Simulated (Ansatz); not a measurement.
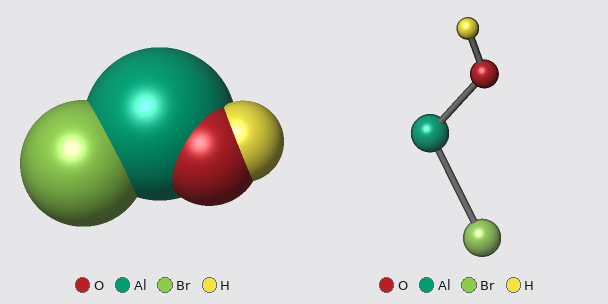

The same structure drawn twice, from different directions.

The species is neutral and a spin doublet.

Description:

Formula AlBrHO. SMILES: `[OH][Al][Br]`. The point group is Cs. It is an open-shell species. All atoms lie on one plane. Coordination: 1 O bent; 1 Al bent.

More results for the same structure follow; atom numbers are the same in all pictures, views and colours differ. Computed geometry: PBE0-D4/def2-TZVP optimisation.

## Shape

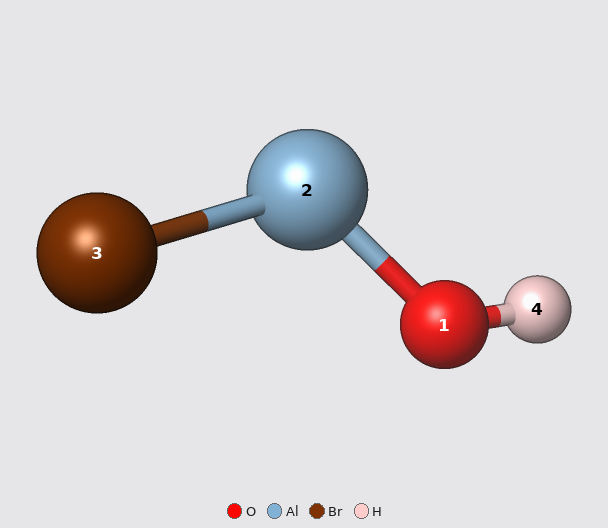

List the bonds and their lengths.

```json
{"bond": "O1–Al2", "length (Å)": "1.695"}
{"bond": "O1–H4", "length (Å)": "0.957"}
{"bond": "Al2–Br3", "length (Å)": "2.270"}
```

## Dipole moment

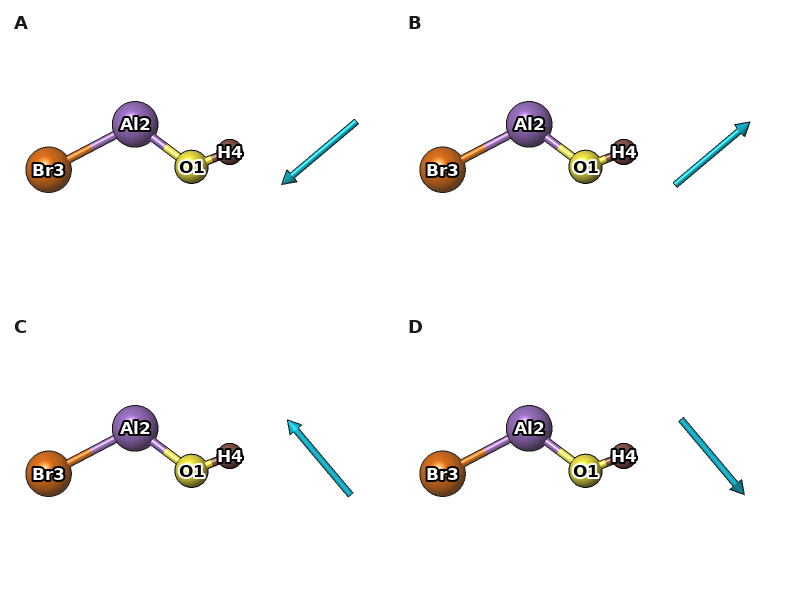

The same molecule four times, each with an arrow. Properties computed with UKS r2SCAN-D4/def2-TZVPP (Ansatz 0.2.0).

**Which arrow points along the dipole moment, from the negative to the positive end?**

B. The dipole moment is 2.63 D; it points from the side of Br3 to the side of H4 (the outermost atoms at the two ends).

## Charges

The questions are on Mulliken charges. Properties computed with UKS B3LYP-D4/def2-TZVPP (Ansatz 0.2.0).

Give the Mulliken charges atom by atom.

| atom | value (e) |
| --- | --- |
| O1 | −0.35 |
| Al2 | 0.41 |
| Br3 | −0.23 |
| H4 | 0.18 |

## Thermal motion

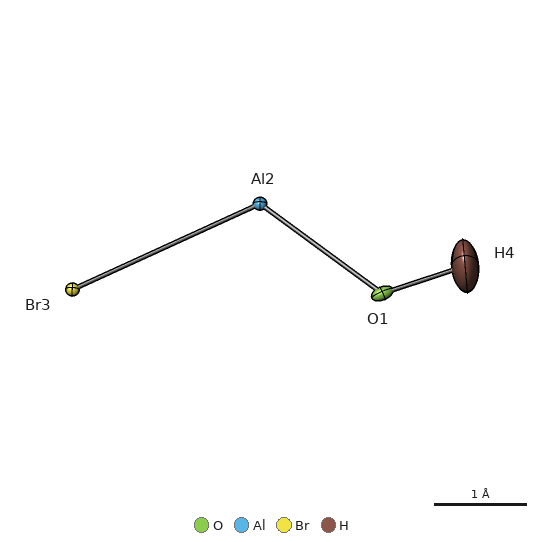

Displacement ellipsoids at the 50 % level, from the internal vibrations of the free molecule (harmonic, no overall translation or rotation; no half-axis is drawn under 0.075 Å). Vibrations computed with UKS PBE0-D4/def2-TZVP (Ansatz 0.2.0). Temperature: 200 K.

List U_eq and the three principal root-mean-square amplitudes for each kind of atom.

```
atom  U_eq (Å²)   rms amplitudes (Å)
  O1     0.0026  0.017, 0.029, 0.082
 Al2     0.0011  0.003, 0.033, 0.046
 Br3    0.00018  0.001, 0.007, 0.022
  H4     0.0351  0.096, 0.187, 0.247
```

Mulliken values depend strongly on the basis set and can even reverse the polarity of a bond.
